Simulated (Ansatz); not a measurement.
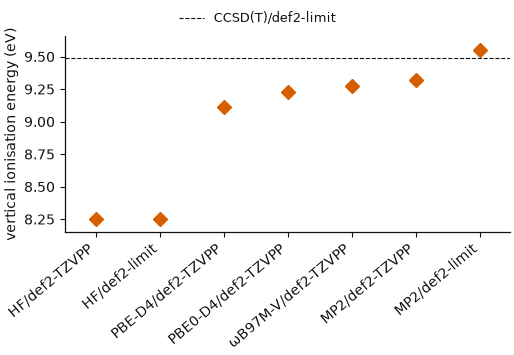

Vertical ionisation energy of CH₄OSe, SMILES OC[SeH], taken as the energy of the cation less that of the neutral at fixed geometry (unrestricted doublet cation, cores frozen in correlated methods, no spin-orbit coupling), the Ansatz code, at a PBE0-D4/def2-TZVP geometry (a minimum by its frequencies). Limit means an estimate of the basis limit from triple and quadruple zeta; for coupled cluster it is either extrapolated directly or built as the MP2 limit plus the step from MP2 in triple zeta. The distance of MP2/def2-TZVPP to the limit includes basis error.

Which level comes closest to the line (CCSD(T)/def2-limit), and which misses most?

Closest MP2/def2-limit (9.55 eV), against 9.49 eV; farthest HF/def2-TZVPP (8.25 eV).

Give the values.

```csv
level,eV,less CCSD(T)/def2-limit
HF/def2-TZVPP,8.25,−1.24
HF/def2-limit,8.25,−1.24
PBE-D4/def2-TZVPP,9.11,−0.38
PBE0-D4/def2-TZVPP,9.23,−0.26
ωB97M-V/def2-TZVPP,9.27,−0.22
MP2/def2-TZVPP,9.32,−0.17
MP2/def2-limit,9.55,0.06
CCSD(T)/def2-limit,9.49,0.00
```

Caveats, for all or some of the runs: no scalar relativity up to krypton; outer-core shells are correlated without core-valence functions, which makes the correlated values less sure.
